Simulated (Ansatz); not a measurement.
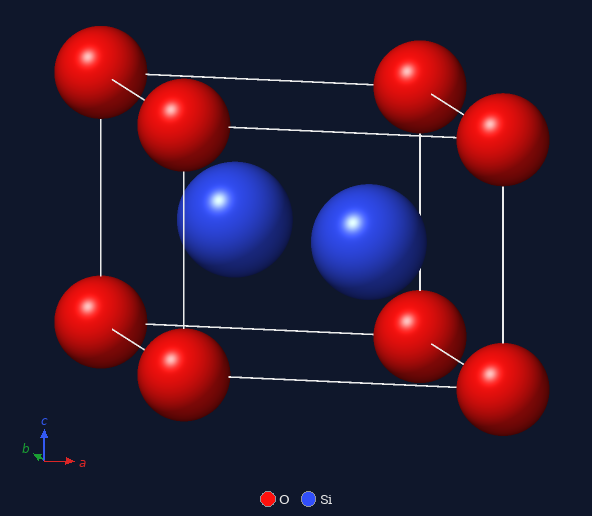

An orthographic spheres-only view of the structure, slightly off an axis. The lines enclose the simulation cell; boundary atoms appear with their images.

Run with DFT, PAW plane waves, PBE (Ansatz) and these settings: an energy cutoff of 420 eV, a 12×12×6 k-point grid, Methfessel-Paxton smearing of 0.016 eV, no spin polarisation.

Q: List the Bader charges.

A: Si +0.46 e; O -0.93 e.

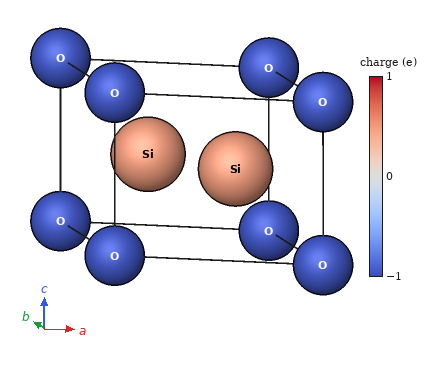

The atoms coloured by those charges.

Provenance: a generated cell, made by putting these elements into a known structure type (the compound may or may not exist in this form). It is drawn as it came out of a relaxation with DFT, PAW plane waves, PBE in Ansatz.

At this level of theory the cell isn't at rest (compressed, at 5 GPa), so its distances can differ from those at equilibrium, the more so the softer the solid.
